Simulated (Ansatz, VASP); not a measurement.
**LiH: VASP beside Ansatz**

Wanted: the spread between two codes on one cell, functional and k mesh.

Method: plane waves, with VASP 6.6.1 beside it; band structure at PBE0, in Ansatz 0.2.0.

The database entry behind the starting cell differs from later determinations by our own check (the deuteride, about 0.2 % short), so it need not match the best structure at ambient conditions.

### 1. The starting structure

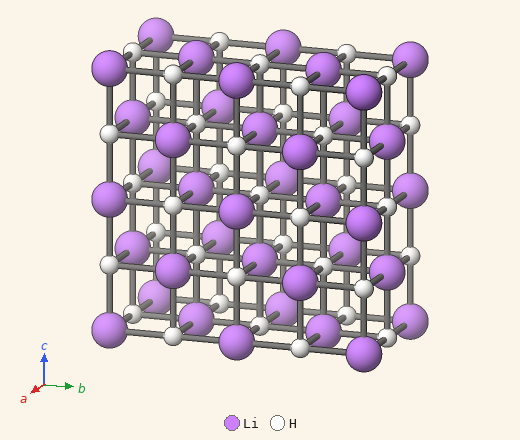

The cell as given, slightly off an axis (lithium purple, hydrogen white). 1×2×2 cells are drawn. This picture shows the conventional cell, with its axes. Some periodic images of atoms are drawn too.

### 2. Ansatz: band structure, PBE0

Ansatz runs on its default PAW (the set named soft_2) files.

The same path points are solved in both programs, so levels can be compared one by one.

Contents of input.yaml:

```yaml
crystal:
  lattice:
    - [0.0, 2.03675, 2.03675]
    - [2.03675, 0.0, 2.03675]
    - [2.03675, 2.03675, 0.0]
  atoms:
    - { symbol: Li, position: [0.0, 0.0, 0.0] }
    - { symbol: H, position: [0.5, 0.5, 0.5] }
hamiltonian:
  xc: pbe0
  pseudopotentials: { kind: paw }
kpoints:
  mp_grid: { grid: [6, 6, 6] }
  band_path:
    path:
      - [0.0, 0.0, 0.0]
      - [0.5, 0.0, 0.5]
      - [0.5, 0.22222, 0.72222]
      - [0.40278, 0.34722, 0.75]
      - [0.125, 0.125, 0.25]
      - [0.27778, 0.27778, 0.27778]
      - [0.55556, 0.38889, 0.55556]
      - [0.58333, 0.25, 0.66667]
      - [0.5, 0.30556, 0.69444]
      - [0.48611, 0.48611, 0.52778]
      - [0.625, 0.25, 0.625]
      - [0.5, 0.0, 0.5]
    npoints: 1
scf:
  occupations: { method: gaussian, width: 0.03 }
  n_extra_bands: 7
output:
  forces: true
  stress: true
  eigenvalues: true
```

On the command line:

```
> ansatz run input.yaml --threads 4 --pin off --max-ram 9216MiB --backend cpu --events-out ev --progress --plain --runs-dir out
```

Numbers of over 12 decimals in the logs are rounded to 6 here.

What it wrote:

```text
Warning: output.stress: scf.convergence.dr2_threshold = 1e-7 eV (the SCF's general default) is looser than the 2e-10 eV advised for a printed stress (1e-10 eV for each atom of the cell: 2). What an SCF threshold leaves in a stress goes as its square root, and in the free energy as the threshold itself, and one threshold admits the most on a small cell: [figures from the program's tests cut] Set scf.convergence.dr2_threshold to 2e-10 eV or tighter. The threshold is an SCF's pass mark: one that does not reach it within its budget of iterations ends unconverged, or closes short of it on a stop that the run arms, and scf.convergence.dr2_threshold's page says what that costs each kind of run
Warning: output.stress: scf.exx.energy_threshold = 1e-6 eV is looser than the 2e-8 eV advised for a stress under a hybrid functional (1e-8 eV for each atom of the cell: 2). Every SCF of the exchange loop can meet its threshold on dr2 while the loop round them stops early: no threshold on dr2 bounds what that leaves in the stress. Set scf.exx.energy_threshold to 2e-8 eV or tighter. The threshold is the loop's pass mark: a loop that does not reach it within its budget of cycles ends unconverged, and scf.exx.energy_threshold's page has the law
scf.n_extra_bands = 7 over 2 filled bands (N_el = 4.0): the run solves 9 bands
Engine: ansatz 0.2.0, aarch64-unknown-linux-gnu
Pseudopotentials: kind: paw
Pseudopotential: Li, paw, valence charge 3, recommended cutoff 420 eV (normal), Li.paw.azcp
Pseudopotential: H, paw, valence charge 1, recommended cutoff 420 eV (normal), H.paw.azcp
Functional definition: PBE0
  parameter a = 0.25
  parameter kappa = 0.804
  parameter beta = 0.066725
  exchange = (1 - a)*pbe_x(kappa = kappa, mu = beta*pi^2/3) + a*exact_x
  correlation = pbe_c(beta = beta)
Crystal: 2 atoms, lattice volume = 16.898 Å³
Basis set: ecut = 420 eV, 331 PW (Γ), exchange–correlation on 40×40×40 points (8 copies of the dense FFT grid, shifted against one another)
Bands: 9, of which v1, the nominal top of the filled ones, is band 2 counted from 1 (1 counted from 0)
Symmetry: 48 space group operations
Space group: Fm-3m (ITA 225), of the structure as read, at distance tolerance 2.6e-5 Å
k-points: 16 of 216
Non-local potential: Li, projectors of the file, l = 0: 3, l = 1: 2, l = 2: 1
Non-local potential: H, projectors of the file, l = 0: 2, l = 1: 1
PAW form: soft (Blöchl's): semilocal exchange-correlation on the pseudo side does not see the compensation charge
PAW one-centre angular grid: Li, 110 points (default); XC on 64 Gauss nodes
PAW one-centre angular grid: H, 110 points (default); XC on 64 Gauss nodes
Initial density: superposition of atomic densities (neutral atoms: chi_scale 0, normalization atom), corrected by the library's trained network
Initial wavefunctions: pseudopotential atomic-orbital guess
Functional: x = pbe(κ = 0.804, μ = 0.219515), c = pbe(β = 0.066725), warm-up for x = 0.75 pbe(κ = 0.804, μ = 0.219515) + 0.25 exact, c = pbe(β = 0.066725)
SCF iter   1: F=—  HF=-221.386506 eV  |F-HF|=—  |Δ(HF+E_count)|=         —  Δρ=8.52e-4  dr2=5.70e-5  ethr=1.77e-3  ⟨swp⟩=2.0  Hψ=926  notcnv=0
preconditioner: auto → none  [insulator: Δε(μ)=3.006 eV  Ē_g=19.106 eV  σ=0.030 eV  W_gap=1.00  n_scr=0 (ndim 8)  ℏωp=12.8 eV  f_vac=0.000  D(μ)=0.00/eV (n_scr^D=0)]
SCF iter   2: F=-221.386556 eV  HF=-221.386539 eV  |F-HF|=1.65e-5  |Δ(HF+E_count)|=   3.36e-5  Δρ=3.67e-4  dr2=9.33e-6  ethr=1.43e-6  ⟨swp⟩=2.3  Hψ=187  notcnv=0  defer=1
SCF 1 stopped early in 2 iterations: F = -221.386556 eV  dr2 = 9.33e-6
  greatest PAW one-centre occupation: 1.000 electrons in one spin orbital (limit 2), on the Li atom at site 0 (counted from 0), in its partial waves of l = 0
Initial density: handed on by an earlier stage of this run
Initial wavefunctions: those handed on with the density
Functional: x = 0.75 pbe(κ = 0.804, μ = 0.219515) + 0.25 exact, c = pbe(β = 0.066725)
Frozen-core exchange: fock
SCF iter   1: F=—  HF=-221.573260 eV  |F-HF|=—  |Δ(HF+E_count)|=         —  Δρ=1.96e-3  dr2=2.67e-4  ethr=2.33e-6  ⟨swp⟩=5.1  Hψ=599  notcnv=0
preconditioner: auto → none  [insulator: Δε(μ)=4.648 eV  Ē_g=21.578 eV  σ=0.030 eV  W_gap=1.00  n_scr=0 (ndim 8)  ℏωp=12.8 eV  f_vac=0.000  D(μ)=0.00/eV (n_scr^D=0)]
SCF iter   2: F=—  HF=-221.573178 eV  |F-HF|=—  |Δ(HF+E_count)|=   8.16e-5  Δρ=9.69e-4  dr2=8.08e-5  ethr=2.33e-6  ⟨swp⟩=2.9  Hψ=191  notcnv=0
iter 3 solved again at ethr=1.06e-8 eV; its pass at ethr=1.41e-6 eV (dr2=4.25e-7 eV) is discarded
SCF iter   3: F=—  HF=-221.573175 eV  |F-HF|=—  |Δ(HF+E_count)|=   3.61e-6  Δρ=8.75e-5  dr2=1.19e-4  ethr=1.06e-8  ⟨swp⟩=4.0  Hψ=496  notcnv=0
SCF iter   4: F=—  HF=-221.574140 eV  |F-HF|=—  |Δ(HF+E_count)|=   9.66e-4  Δρ=2.94e-4  dr2=1.58e-5  ethr=1.04e-8  ⟨swp⟩=4.0  Hψ=265  notcnv=0
SCF iter   5: F=—  HF=-221.574135 eV  |F-HF|=—  |Δ(HF+E_count)|=   5.27e-6  Δρ=2.99e-5  dr2=2.79e-6  ethr=1.04e-8  ⟨swp⟩=3.7  Hψ=222  notcnv=0
SCF iter   6: F=-221.574149 eV  HF=-221.574149 eV  |F-HF|=2.16e-8  |Δ(HF+E_count)|=   1.44e-5  Δρ=6.68e-5  dr2=8.48e-7  ethr=2.57e-9  ⟨swp⟩=4.0  Hψ=280  notcnv=0
SCF 2 stopped early in 6 iterations: F = -221.574149 eV  dr2 = 8.48e-7
  greatest PAW one-centre occupation: 0.999 electrons in one spin orbital (limit 2), on the Li atom at site 0 (counted from 0), in its partial waves of l = 0
hybrid outer 1: dexx = +1.031e-3 eV, tail = 3.27e-6 eV
Frozen-core exchange: fock
SCF iter   1: F=—  HF=-221.574166 eV  |F-HF|=—  |Δ(HF+E_count)|=         —  Δρ=3.20e-5  dr2=1.60e-7  ethr=4.09e-7  ⟨swp⟩=2.6  Hψ=304  notcnv=0
preconditioner: auto → none  [insulator: Δε(μ)=4.697 eV  Ē_g=21.587 eV  σ=0.030 eV  W_gap=1.00  n_scr=0 (ndim 8)  ℏωp=12.8 eV  f_vac=0.000  D(μ)=0.00/eV (n_scr^D=0)]
SCF iter   2: F=-221.574166 eV  HF=-221.574166 eV  |F-HF|=2.95e-9  |Δ(HF+E_count)|=   6.08e-9  Δρ=5.92e-6  dr2=3.46e-9  ethr=3.87e-9  ⟨swp⟩=3.1  Hψ=196  notcnv=0
SCF 3 converged in 2 iterations: F = -221.574166 eV  dr2 = 3.46e-9
  Residual-converged pass: ⟨swp⟩=2.7  Hψ=192  notcnv=0  max |occ|·‖R‖ = 2.4e-6 eV (tolerance 2.4e-6 eV)  dr2=3.46e-9  dr2_onsite=1.02e-10  max |Δocc| = 0.0e0
hybrid outer 2: dexx = +1.439e-8 eV, tail = 7.66e-9 eV, Δε = 1.90e-3 eV (about 1.61e-4 eV left of the loop's levels)
NSCF: frozen V_eff on 12 k-points
hybrid SCF converged: 2 outer / 8 inner (+2 warm-up), last move |dexx| = 1.44e-8 eV, tail = 7.66e-9 eV
Stability not checked: this state was not tested for a lower state beside it, because the functional holds exact exchange (a hybrid, or Hartree-Fock), whose exchange loop this test does not read (fock_operator; see scf.lower_state_search)
Free energy (F): -221.574166 eV
Frozen-core exchange: fock
Harris-Foulkes:  -221.574166 eV  (|F-HF|=2.95e-9)
Internal energy: -221.574166 eV  (E = F + TS)
E sigma→0 (E₀):  -221.574166 eV
Fermi energy:    1.783134 eV
--- Per-component energies (eV) ---
  E_band       = -101.920869
  E_kinetic    = 35.650859
  E_local      = -126.426360  (includes V_loc(G=0)·N_el)
  E_nonlocal   = -31.831536
  E_hartree    = 35.427189
  E_xc         = -15.532814
  E_vxc        = -20.072728  (∫ρ·V_xc dr)
  E_exx        = -14.818572  (= α·E_x^exact, valence–valence)
  E_paw        = -11.448997  (= ΣΔE_a)
  E_vpaw       = -0.457472  (= ΣTr[D̂ρ^β])
  E_aug_tail   = -0.001018  (compensation charges beyond the density's cutoff)
  E_ewald      = -92.592916
  E_smearing   = -0.000000  (= −TS)
  E_closure    = 0.000001  (closes the sum)
  Σ components = -221.574166   (vs F -221.574166, Δ=2.84e-14)
--- Forces (eV/Å), atoms counted from 1 ---
  atom   1  Li    -0.00000000     0.00000000    -0.00000000
  atom   2  H      0.00000000    -0.00000000    -0.00000000
  max |Σ_I F_I| component: 1.20e-30 eV/Å
--- Stress (GPa, compression-positive) ---
       -2.055782      -0.000000       0.000000
        0.000000      -2.055782       0.000000
        0.000000       0.000000      -2.055782
  P = ⅓ Tr σ = -2.0558 GPa (-20.558 kbar)
--- Band table (eV; the first three rows and the last of 16) ---
  k-point 0: bands = ["-47.9523", "-6.5076", "17.4681", "19.2182", "19.2182", "19.2182", "23.6309", "23.6309", "23.6309"]
  k-point 1: bands = ["-47.9417", "-5.9568", "13.7580", "17.3693", "18.3729", "18.3729", "23.5398", "24.9470", "24.9470"]
  k-point 2: bands = ["-47.9202", "-4.4780", "8.4700", "15.6563", "17.7420", "17.7420", "21.7952", "21.7952", "26.0170"]
  k-point 15: bands = ["-47.8978", "-0.7327", "5.1889", "8.2729", "12.7147", "18.7934", "20.9188", "29.7988", "30.2444"]
```

Run time: 6.4 s. Hardware: 4 threads of Arm Neoverse V1, shared host; peak memory 0.45 GiB.

The column dr2 measures how far the density is from self-consistency, as an energy; F and HF (Harris–Foulkes) agree once it is small.

### 3. VASP: band structure, PBE0

The same cell, functional, mesh and smearing now go to VASP, with its own data sets and cutoff.

Lines of VASP's logs that name or quote its potential files are left out, and so is its time.

Contents of INCAR:

```
SYSTEM = LiH
PREC = Accurate
ENCUT = 580
EDIFF = 1E-06
NELM = 100
ISMEAR = 0
SIGMA = 0.03
LREAL = .FALSE.
ALGO = Normal
LHFCALC = .TRUE.
AEXX = 0.25
GGA = PE
LASPH = .TRUE.
NBANDS = 8
PRECFOCK = Fast
HFRCUT = -1
LORBIT = 11
LWAVE = .FALSE.
LCHARG = .FALSE.
KPAR = 4
```

Contents of POSCAR:

```
LiH
1.0
    0.0000000000      2.0367500000      2.0367500000
    2.0367500000      0.0000000000      2.0367500000
    2.0367500000      2.0367500000      0.0000000000
Li H
1 1
Direct
    0.0000000000      0.0000000000      0.0000000000
    0.5000000000      0.5000000000      0.5000000000
```

Contents of KPOINTS:

```
Automatic mesh
0
Gamma
6 6 6
0 0 0
```

Contents of KPOINTS_OPT:

```
Line mode
10
Line-mode
Reciprocal
  0.00000000   0.00000000   0.00000000 GAMMA
  0.50000000   0.00000000   0.50000000 X

  0.50000000   0.00000000   0.50000000 X
  0.50000000   0.25000000   0.75000000 W

  0.50000000   0.25000000   0.75000000 W
  0.37500000   0.37500000   0.75000000 K

  0.37500000   0.37500000   0.75000000 K
  0.00000000   0.00000000   0.00000000 GAMMA

  0.00000000   0.00000000   0.00000000 GAMMA
  0.50000000   0.50000000   0.50000000 L

  0.50000000   0.50000000   0.50000000 L
  0.62500000   0.25000000   0.62500000 U

  0.62500000   0.25000000   0.62500000 U
  0.50000000   0.25000000   0.75000000 W

  0.50000000   0.25000000   0.75000000 W
  0.50000000   0.50000000   0.50000000 L

  0.50000000   0.50000000   0.50000000 L
  0.37500000   0.37500000   0.75000000 K

  0.62500000   0.25000000   0.62500000 U
  0.50000000   0.00000000   0.50000000 X
```

Potentials, in the order of the species: Li_sv and H (PBE family, release 64).

On the command line:

```
> mpirun -np 4 vasp_std
```

What it wrote:

```text
[banner, memory and clock lines left out]
running    4 mpi-ranks, on    1 nodes
 distrk:  each k-point on    1 cores,    4 groups
 distr:  one band on    1 cores,    1 groups

 POSCAR found type information on POSCAR LiH
 POSCAR found :  2 types and       2 ions
 LDA part: xc-table for (Slater+PW92), standard interpolation
 found WAVECAR, reading the header
 POSCAR, INCAR and KPOINTS ok, starting setup
 FFT: planning ... GRIDC
 FFT: planning ... GRID_SOFT
 FFT: planning ... GRID
 HFRCUT set to (new)   9.551453
 reading WAVECAR
 the WAVECAR file was read successfully
 initial charge from wavefunction
 entering main loop
       N       E                     dE             d eps       ncg     rms          rms(c)
DAV:   1    -0.712743854031E+01   -0.71274E+01   -0.59533E-01   256   0.389E+00    0.451E-01
DAV:   2    -0.713166997000E+01   -0.42314E-02   -0.13799E-02   336   0.108E+00    0.329E-01
DAV:   3    -0.712849793022E+01    0.31720E-02   -0.10975E-03   288   0.208E-01    0.183E-01
DAV:   4    -0.712755799991E+01    0.93993E-03   -0.10759E-03   312   0.161E-01    0.908E-02
DAV:   5    -0.712736343261E+01    0.19457E-03   -0.41588E-04   368   0.104E-01    0.433E-02
DAV:   6    -0.712732821789E+01    0.35215E-04   -0.10386E-04   328   0.503E-02    0.216E-02
DAV:   7    -0.712732243717E+01    0.57807E-05   -0.24509E-05   376   0.269E-02    0.116E-02
DAV:   8    -0.712732173606E+01    0.70111E-06   -0.47384E-06   288   0.123E-02
   1 F= -.71273217E+01 E0= -.71273217E+01  d E =-.241382E-62
 Start KPOINTS_OPT (optional k-point list driver)
k-point batch [1-16\100]
       N       E                     dE             ncg
DAV:   1    -0.159268349376E+04   -0.40814E+04      264
DAV:   2    -0.166288631996E+04   -0.70203E+02      376
DAV:   3    -0.166402491799E+04   -0.11386E+01      352
DAV:   4    -0.166402966009E+04   -0.47421E-02      472
DAV:   5    -0.166402966816E+04   -0.80706E-05      440
DAV:   6    -0.166402966816E+04   -0.26657E-08      448
[...]
k-point batch [97-100\100]
       N       E                     dE             ncg
DAV:   1     0.214394148033E+04   -0.12681E+04       64
DAV:   2     0.212551482179E+04   -0.18427E+02       72
DAV:   3     0.212515548676E+04   -0.35934E+00      128
DAV:   4     0.212515446733E+04   -0.10194E-02      128
DAV:   5     0.212515446719E+04   -0.13982E-06      120
```

OUTCAR, selected parts (step 3):

```text
ion  position               nearest neighbor table
   1  0.000  0.000  0.000-
   2  0.500  0.500  0.500-

  LATTYP: Found a face centered cubic cell.
 ALAT       =     4.0735000000

 Subroutine GETGRP returns: Found 48 space group operations
 (whereof 48 operations were pure point group operations)

The static configuration has the point symmetry O_h .

 Found     16 irreducible k-points:

   k-points           NKPTS =     16   k-points in BZ     NKDIM =    216   number of bands    NBANDS=      8

   dimension x,y,z NGX =    24 NGY =   24 NGZ =   24
   dimension x,y,z NGXF=    48 NGYF=   48 NGZF=   48

   ENCUT  =  580.0 eV  42.63 Ry    6.53 a.u.   5.66  5.66  5.66*2*pi/ulx,y,z

   NELECT =       4.0000    total number of electrons

 k-points in reciprocal lattice and weights: Automatic mesh
   0.00000000  0.00000000  0.00000000       0.005
   0.16666667  0.00000000  0.00000000       0.037
   0.33333333  0.00000000  0.00000000       0.037
   0.50000000  0.00000000  0.00000000       0.019
   0.16666667  0.16666667  0.00000000       0.028
   0.33333333  0.16666667  0.00000000       0.111
   0.50000000  0.16666667  0.00000000       0.111
  -0.33333333  0.16666667  0.00000000       0.111
  -0.16666667  0.16666667  0.00000000       0.056
[...]
-0.33333333  0.33333333  0.16666667       0.111
  -0.33333333  0.50000000  0.16666667       0.056

  exchange ACFDT corr.  =         0.00000000  see jH, gK, PRB 81, 115126

 average (electrostatic) potential at core
       1 -57.4939       2 -29.5983

 E-fermi :  -0.8346

 k-point     1 :       0.0000    0.0000    0.0000
  band No.  band energies     occupation
      1     -48.5836      2.00000
      2      -7.1145      2.00000
      3      16.8574      0.00000
      4      18.5506      0.00000
      5      18.5506      0.00000
      6      18.5506      0.00000
      7      23.0381      0.00000
    ...

 k-point     2 :       0.1667    0.0000    0.0000
  band No.  band energies     occupation
      1     -48.5735      2.00000
      2      -6.5744      2.00000
      3      13.1502      0.00000
      4      16.7406      0.00000
      5      17.7192      0.00000
      6      17.7192      0.00000
      7      22.8994      0.00000
    ...

 k-point     3 :       0.3333    0.0000    0.0000
  band No.  band energies     occupation
      1     -48.5517      2.00000
      2      -5.0928      2.00000
      3       7.8646      0.00000
      4      15.0302      0.00000
      5      17.0901      0.00000
      6      17.0901      0.00000
      7      21.1838      0.00000
    ...

  energy-cutoff  :      580.00
  volume of cell :       16.90
      direct lattice vectors                 reciprocal lattice vectors
     0.000000000  2.036750000  2.036750000    -0.245489137  0.245489137  0.245489137
     2.036750000  0.000000000  2.036750000     0.245489137 -0.245489137  0.245489137
     2.036750000  2.036750000  0.000000000     0.245489137  0.245489137 -0.245489137

 POSITION                                       TOTAL-FORCE (eV/Angst)
 -----------------------------------------------------------------------------------
      0.00000      0.00000      0.00000         0.000000      0.000000      0.000000
      2.03675      2.03675      2.03675        -0.000000     -0.000000     -0.000000
 -----------------------------------------------------------------------------------
    total drift:                               -0.000000     -0.000000     -0.000000

  FREE ENERGIE OF THE ION-ELECTRON SYSTEM (eV)
  ---------------------------------------------------
  free  energy   TOTEN  =        -7.1273217361 eV

  energy  without entropy=       -7.1273217361  energy(sigma->0) =       -7.12732174

 total charge
# of ion       s       p       d       tot
------------------------------------------
    1        2.017   0.060   0.000   2.078
    2        0.539   0.001   0.000   0.541
--------------------------------------------------
tot          2.557   0.062   0.000   2.618

[... 3 further parts left out ...]
```

### 4. Differences

Known differences besides the PAW data sets themselves: exact exchange at q = 0 is treated differently, which shows on coarse meshes; VASP keeps PBE cores, Ansatz makes them for the functional; the cutoff is 420 eV in Ansatz and 580 eV in VASP; VASP takes a coarser grid for exact exchange (PRECFOCK = Fast). Total energies have different zeros and are not compared.

The two programs side by side:

```csv
quantity,Ansatz,VASP,difference
gap over the path points (eV),4.697,4.691,+0.005
```

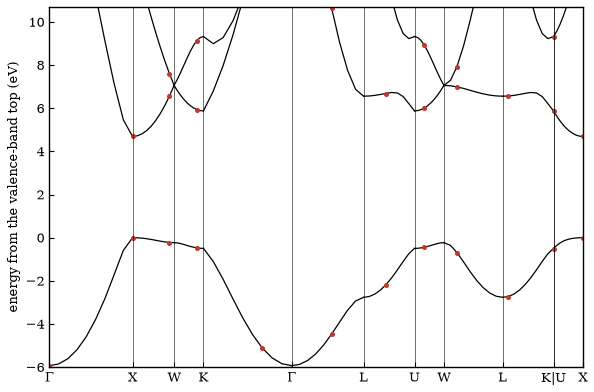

Bands from VASP (lines) and levels from Ansatz (dots). Dots without a line are higher empty bands that the VASP plot leaves out.

Levels at points of the path, from each program's valence-band top (eV; 1 filled, then empty):

```csv
k (reciprocal lattice),Ansatz,VASP
0.000 0.000 0.000,-5.94 18.03 19.78,-5.93 18.04 19.73
0.500 0.000 0.500,0.00 4.70 12.69,0.00 4.69 12.69
0.500 0.222 0.722,-0.22 6.57 7.60,-0.22 6.57 7.60
0.403 0.347 0.750,-0.48 5.94 9.13,-0.47 5.94 9.14
0.125 0.125 0.250,-5.11 14.18 14.91,-5.11 14.20 14.90
0.278 0.278 0.278,-4.47 10.63 16.70,-4.47 10.64 16.69
0.556 0.389 0.556,-2.17 6.68 12.11,-2.17 6.69 12.11
0.583 0.250 0.667,-0.45 6.01 8.92,-0.44 6.01 8.93
0.500 0.306 0.694,-0.69 6.99 7.93,-0.69 6.99 7.93
0.486 0.486 0.528,-2.73 6.55 15.27,-2.73 6.57 15.26
```

Among the levels compared (up to four filled and three empty ones at each point), filled levels agree within 12 meV and empty ones within 49 meV.

### 5. Outcome

```json
{
  "difference in gap over the path points (band structure, PBE0)": "0.0055 eV"
}
```

The difference in gap over the path points is 0.0055 eV (band structure, PBE0), within the 0.08 eV picked in this series as the mark of a large difference. Differences of this kind measure data sets and numerical settings, not the functional's error against experiment.

[Lines on the potential files, build, host, timing and source positions are cut from VASP's logs without a mark.]

[Logs are printed without paths, hosts, clocks, repeated set-up lines and the standing remarks that a program may print on its own settings, such as how far it seeks lower states.]

[Hosts, paths, dates, database ids (printed as entryN), source tags and the programs' standing remarks are cut or masked in the printed files.]
